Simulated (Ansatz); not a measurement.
**H4O3Si···H2S: density, localisation and related maps**

```yaml
atoms:
  - { symbol: Si, position_ang: [-0.2801, -0.4379, -0.5590] }
  - { symbol: S, position_ang: [1.6388, 1.7820, 1.2710] }
  - { symbol: O, position_ang: [-1.0566, -1.3866, -1.6846] }
  - { symbol: O, position_ang: [-1.2684, -0.0622, 0.7535] }
  - { symbol: O, position_ang: [1.0401, -1.2429, 0.0457] }
  - { symbol: H, position_ang: [1.1675, 1.8102, -0.0090] }
  - { symbol: H, position_ang: [0.0839, 0.7931, -1.2382] }
  - { symbol: H, position_ang: [0.3874, 1.4441, 1.6993] }
  - { symbol: H, position_ang: [-1.1430, -2.3237, -1.4340] }
  - { symbol: H, position_ang: [-2.1431, 0.2943, 0.5157] }
  - { symbol: H, position_ang: [1.5735, -0.6703, 0.6398] }
```

Not at a stationary point (largest force 1.0 eV/Å).

The calculation used Ansatz, RKS PBE-D4/def2-SVP.

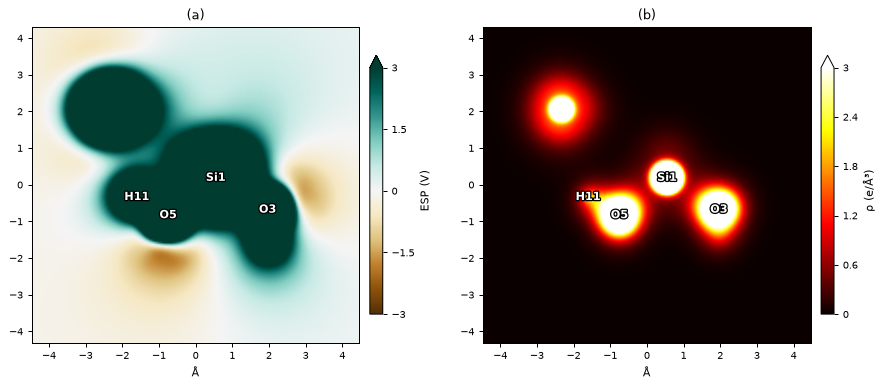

Figure 1. (a) molecular electrostatic potential; (b) total electron density on the plane of atoms Si1, O5 and H11.

> Describe what can be read from this map.

Atoms in the plane: Si, O and H. Si–O (1.66 Å): the density is about 1.1 e/Å³ at the midpoint. O–H (0.98 Å): the density is about 3.5 e/Å³ at the midpoint. Outside the dense part of the complex the potential is most negative (−1.9 V) near O5.

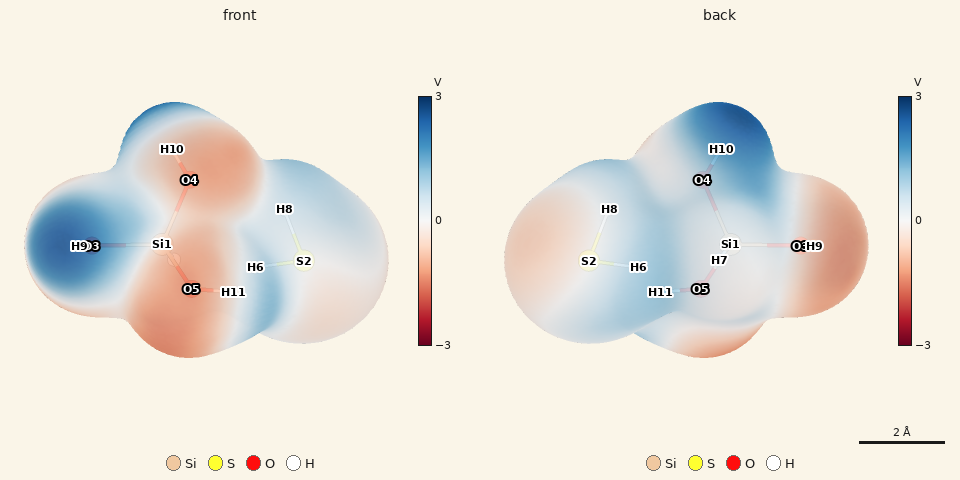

Figure 2. The electrostatic potential painted on the density surface at 0.002 e/bohr³, seen from the front and from behind; the colour scale runs from red (negative) to blue (positive).

> Describe the electrostatic potential map.

The most negative region (about −1.4 V) lies over O5, the most positive (about +2.5 V) over H10. O5 is the likeliest acceptor of a hydrogen bond.

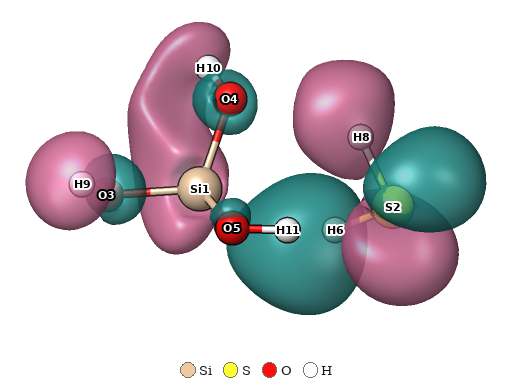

Figure 3. The LUMO at ±0.08 Å⁻³ᐟ² (teal and pink are the two phases), seen at a tilt.

> Describe this orbital and give its energy.

Its weight (Hirshfeld) is mainly on S2 (about 40 %), H6 (about 15 %), Si1 (about 10 %) and H8 (about 10 %). Its energy is −0.40 eV.
